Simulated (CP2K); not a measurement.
Band structure of SnO₂ (P4_2/mnm, 6 atoms in the cell).

```yaml
crystal:
  lattice:
    - [4.74000, 0.00000, 0.00000]
    - [0.00000, 4.74000, 0.00000]
    - [0.00000, 0.00000, 3.19000]
  atoms:
    - { symbol: Sn, position: [0.00000, 0.00000, 0.00000] }
    - { symbol: Sn, position: [0.50000, 0.50000, 0.50000] }
    - { symbol: O, position: [0.30700, 0.30700, 0.00000] }
    - { symbol: O, position: [0.80700, 0.19300, 0.50000] }
    - { symbol: O, position: [0.19300, 0.80700, 0.50000] }
    - { symbol: O, position: [0.69300, 0.69300, 0.00000] }
```

Method of the run: PBE, GPW, DZVP-MOLOPT-SR-GTH basis, GTH-PBE potentials (GTH_POTENTIALS) run with CP2K.

Settings: CUTOFF = 450 Ry; REL_CUTOFF = 60 Ry; SMEAR/METHOD = FERMI_DIRAC; ELECTRONIC_TEMPERATURE = 116.05 K; KPOINTS/SCHEME = MONKHORST-PACK 4 4 5; GAMMA_CENTERED = T; XC_FUNCTIONAL = PBE; Sn/BASIS_SET = DZVP-MOLOPT-SR-GTH-q4; Sn/POTENTIAL = GTH-PBE-q4; O/BASIS_SET = DZVP-MOLOPT-SR-GTH-q6; O/POTENTIAL = GTH-PBE-q6; METHOD = GPW; EPS_DEFAULT = 1e-10; EXTRAPOLATION = USE_GUESS.

The starting cell has typed, rounded lattice constants, without a prior relaxation at this level. Values carry the incompleteness of an atom-centred basis.

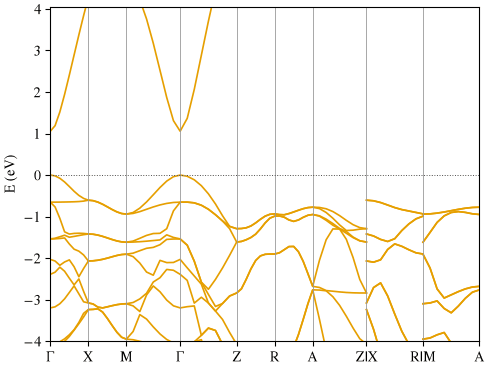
Figure: Bands along the path, energies from the top of the valence band on the SCF mesh.

**Question.** Read off roughly the gap and where its edges lie.

**Answer.** The gap along the path is about 1.1 eV (computed: 1.06 eV), direct at Γ to within 0.01 eV.

Levels in eV from the top of the valence band on the SCF mesh, bands 13 to 17:
```csv
point,13,14,15,16,17
Γ,-1.54,-0.65,-0.65,0.00,1.06
X,-1.42,-1.42,-0.60,-0.60,4.28
M,-1.62,-1.62,-0.94,-0.94,4.62
Z,-1.61,-1.61,-1.29,-1.29,6.21
R,-0.99,-0.99,-0.93,-0.93,6.35
A,-0.95,-0.95,-0.77,-0.77,4.82
```

Higher empty bands are left out: an atom-centred basis made for the valence describes them poorly.
